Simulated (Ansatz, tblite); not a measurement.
**The cluster Si5Cl2: which spin state is lowest**

Aim: set other spin states of the cluster Si5Cl2 against its singlet, on many levels of theory.

Program: Ansatz 0.2.0, Gaussian basis. Level of theory: as each input shows. These are calculated values, not measurements.

Plan: triplet, at the geometry of the singlet (GFN1-xTB, GFN2-xTB, PBE0-D4/def2-TZVP, PBE-D4/def2-TZVP, r2SCAN-D4/def2-TZVP); the singlet's energies come from earlier runs.

3 further runs of the same task are left out: 3 set aside as unsound or not needed.

## (1) The relaxed structure

The geometry is that of the singlet, from an earlier relaxation (r2SCAN-D4/def2-SVP). At that level it is the lowest of the isomers that a small search found.

7 atoms, charge 0, spin multiplicity 1.

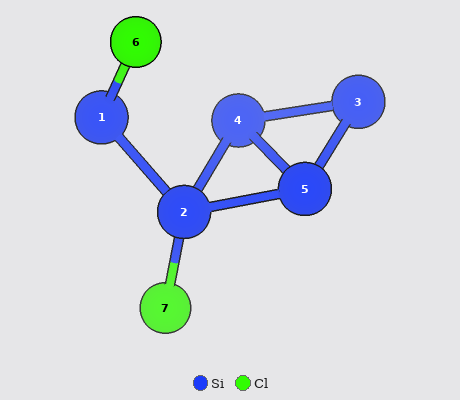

The structure; silicon blue, chlorine green; atoms are numbered from 1 in the order of the file.

As a file:

```xyz
7

Si    2.0042   -0.7658    0.4605
Si   -0.3283   -1.1972    0.1130
Si   -1.2943    2.6375   -0.4846
Si    0.1069    1.1569    0.5470
Si   -1.6845    0.4005   -0.8358
Cl    2.4817   -0.0837   -1.5098
Cl   -1.2857   -2.1483    1.7097
```

## (2) Triplet at the fixed geometry, GFN1-xTB

Tight binding, by tblite at 300 K electronic temperature and without a spin-polarisation term:

```python
tblite.interface.Calculator('GFN1-xTB', numbers, positions, charge=0, uhf=2).singlepoint()
```

Energy -477.2125 eV; 0.066 s.

## (3) Triplet at the fixed geometry, GFN2-xTB

Tight binding, by tblite at 300 K electronic temperature and without a spin-polarisation term:

```python
tblite.interface.Calculator('GFN2-xTB', numbers, positions, charge=0, uhf=2).singlepoint()
```

Energy -479.0773 eV; 0.086 s.

## (4) Triplet at the fixed geometry, PBE0-D4/def2-TZVP

The input, in.yaml:

```yaml
crystal:
  periodic: [false, false, false]
  atoms:
    - {symbol: Si, position_ang: [2.004166, -0.765839, 0.460546]}
    - {symbol: Si, position_ang: [-0.328330, -1.197164, 0.112980]}
    - {symbol: Si, position_ang: [-1.294267, 2.637491, -0.484586]}
    - {symbol: Si, position_ang: [0.106882, 1.156934, 0.547002]}
    - {symbol: Si, position_ang: [-1.684457, 0.400503, -0.835807]}
    - {symbol: Cl, position_ang: [2.481725, -0.083650, -1.509835]}
    - {symbol: Cl, position_ang: [-1.285718, -2.148284, 1.709700]}
basis:
  gaussian: {orbitals: def2-TZVP}
magnetization: {spin_polarized: true, initial_magnetization: 2}
hamiltonian: {xc: pbe0, dispersion: d4}
scf: {omitted_lower_state_checks: [starts]}
output: {orbitals: {seedname: orbitals}}
```

Launch:

```sh
$ ansatz run in.yaml --threads 4 --pin off --events-out ev --progress --plain --max-ram 4787MiB
```

Log:

```text
Functional definition: PBE0
  name "PBE0"
  cite "Adamo & Barone, J. Chem. Phys. 110, 6158 (1999) doi:10.1063/1.478522"
  cite "Perdew, Burke & Ernzerhof, Phys. Rev. Lett. 77, 3865 (1996) doi:10.1103/PhysRevLett.77.3865"
  parent pbe
  parameter a = 0.25
  parameter kappa = 0.804
  parameter beta = 0.06672455060314922
  exchange = (1 - a)*pbe_x(kappa = kappa, mu = beta*pi^2/3) + a*exact_x
  correlation = pbe_c(beta = beta)
these checks for a lower state are left out or cut short: starts
1876 factors; their error is unknown
mean field evaluation 1: about -64406.3472 eV, gradient 2.0e1 eV
mean field evaluation 2: about -64401.0338 eV, gradient 3.3e1 eV
mean field evaluation 4: about -64409.0162 eV, gradient 4.4e0 eV
mean field evaluation 8: about -64409.2080 eV, gradient 2.8e-1 eV
mean field evaluation 16: about -64409.4542 eV, gradient 2.1e-2 eV
mean field evaluation 32: about -64409.4543 eV, gradient 3.4e-5 eV
mean field -64409.45428769 eV, -2367.0037867763 hartree, gradient 1.6e-5 eV, S^2 2.031047; 0 other end points of the search recorded, 0 dependent functions left out
reference -64409.45432120 eV, -2367.0037880081 hartree; 53, 51 occupied and 206, 208 virtual orbitals, 1876 factors
Total energy: -64409.93394265 eV, -2367.0214137711 hartree
Checks for a lower state left out: starts
```

Run time: 81 s. Hardware: 4 threads of Intel Xeon at 2.50GHz, shared host; peak memory 1.4 GiB.

From the report: HOMO -5.05 eV, LUMO -4.78 eV (over both spins); ⟨S²⟩ 2.031 (pure: 2.00).

## (5) Triplet at the fixed geometry, PBE-D4/def2-TZVP

start.molden holds the orbitals of an earlier run on this state, given as this run's starting guess.

in.yaml, as its differences from that of step 4:

```diff
@@ -11,5 +11,5 @@
 basis:
-  gaussian: {orbitals: def2-TZVP}
+  gaussian: {orbitals: def2-TZVP, initial_orbitals: start.molden}
 magnetization: {spin_polarized: true, initial_magnetization: 2}
-hamiltonian: {xc: pbe0, dispersion: d4}
+hamiltonian: {xc: pbe, dispersion: d4}
 scf: {omitted_lower_state_checks: [starts]}
```

The command is unchanged.

Log:

```text
Functional definition: PBE
  name "PBE"
  cite "Perdew, Burke & Ernzerhof, Phys. Rev. Lett. 77, 3865 (1996) doi:10.1103/PhysRevLett.77.3865"
  parent pbe
  parameter kappa = 0.804
  parameter beta = 0.06672455060314922
  exchange = pbe_x(kappa = kappa, mu = beta*pi^2/3)
  correlation = pbe_c(beta = beta)
these checks for a lower state are left out or cut short: starts
1772 factors; their error is unknown
mean field evaluation 1: about -64404.4351 eV, gradient 1.2e1 eV
mean field evaluation 2: about -64404.6193 eV, gradient 3.2e-1 eV
mean field evaluation 4: about -64404.5974 eV, gradient 4.3e-2 eV
mean field evaluation 8: about -64404.5975 eV, gradient 1.4e-5 eV
mean field -64404.59746490 eV, -2366.8253018309 hartree, gradient 1.4e-5 eV, S^2 2.012813; 0 other end points of the search recorded, 0 dependent functions left out
reference -64404.59750968 eV, -2366.8253034768 hartree; 53, 51 occupied and 206, 208 virtual orbitals, 1772 factors
Total energy: -64405.14593392 eV, -2366.8454576958 hartree
Checks for a lower state left out: starts
```

Wall time 18 s (4 threads of Intel Xeon at 2.50GHz, shared host); peak memory 0.55 GiB.

HOMO -4.25 eV, LUMO -5.28 eV (over both spins; with the spin held, an empty level of the minority spin lies below the top filled one); ⟨S²⟩ 2.013 (pure: 2.00).

## (6) Triplet at the fixed geometry, r2SCAN-D4/def2-TZVP

in.yaml, as its differences from that of step 5:

```diff
@@ -13,3 +13,3 @@
 magnetization: {spin_polarized: true, initial_magnetization: 2}
-hamiltonian: {xc: pbe, dispersion: d4}
+hamiltonian: {xc: r2scan, dispersion: d4}
 scf: {omitted_lower_state_checks: [starts]}
```

Launched as before.

Log:

```text
Functional definition: r2SCAN
  name "r2SCAN"
  cite "Furness, Kaplan, Ning, Perdew & Sun, J. Phys. Chem. Lett. 11, 8208 (2020) doi:10.1021/acs.jpclett.0c02405"
  cite "Furness, Kaplan, Ning, Perdew & Sun, J. Phys. Chem. Lett. 11, 9248 (2020) doi:10.1021/acs.jpclett.0c03077"
  parent r2scan
  parameter k0 = 0.174
  parameter k1 = 0.065
  parameter a1 = 4.9479
  exchange = r2scan_x(k0 = k0, k1 = k1, a1 = a1)
  correlation = r2scan_c
these checks for a lower state are left out or cut short: starts
1772 factors; their error is unknown
mean field evaluation 1: about -64429.0061 eV, gradient 8.8e0 eV
mean field evaluation 2: about -64429.0810 eV, gradient 1.8e-1 eV
mean field evaluation 4: about -64429.0496 eV, gradient 2.4e-2 eV
mean field evaluation 8: about -64429.0496 eV, gradient 2.5e-5 eV
mean field -64429.04962720 eV, -2367.7239022213 hartree, gradient 2.8e-5 eV, S^2 2.032940; 0 other end points of the search recorded, 0 dependent functions left out
reference -64429.04964307 eV, -2367.7239028044 hartree; 53, 51 occupied and 206, 208 virtual orbitals, 1772 factors
Total energy: -64429.17146183 eV, -2367.7283795612 hartree
Checks for a lower state left out: starts
```

It took 45 s on 4 threads of Intel Xeon at 2.50GHz, shared host; peak memory 0.65 GiB.

Report: HOMO -4.49 eV, LUMO -5.25 eV (over both spins; with the spin held, an empty level of the minority spin lies below the top filled one); ⟨S²⟩ 2.033 (pure: 2.00).

## (7) Triplet less singlet, vertical

The singlet's energies are those of its earlier runs, whose logs aren't repeated here.

```csv
level,"triplet less singlet, vertical (eV)",time
GFN1-xTB,+0.862,0.11 s
GFN2-xTB,+0.651,0.16 s
PBE-D4/def2-TZVP,+1.274,31 s
r2SCAN-D4/def2-TZVP,+1.220,64 s
PBE0-D4/def2-TZVP,+1.331,1.8 min
```

Times add the two runs; a level without a time comes out of a correlated run. Tight binding without a spin term can't rank spin states.

## (8) Results

| quantity | value |
| --- | --- |
| triplet less singlet, vertical, functionals in def2-TZVP | +1.220 (r2SCAN-D4) to +1.331 eV (PBE0-D4) |

**Reading.** All functionals put the triplet above the singlet, over a spread of 0.111 eV. The checks for a lower triplet were left out, so another state of that spin may lie lower. These are electronic energies, without zero-point motion, entropy or surroundings.
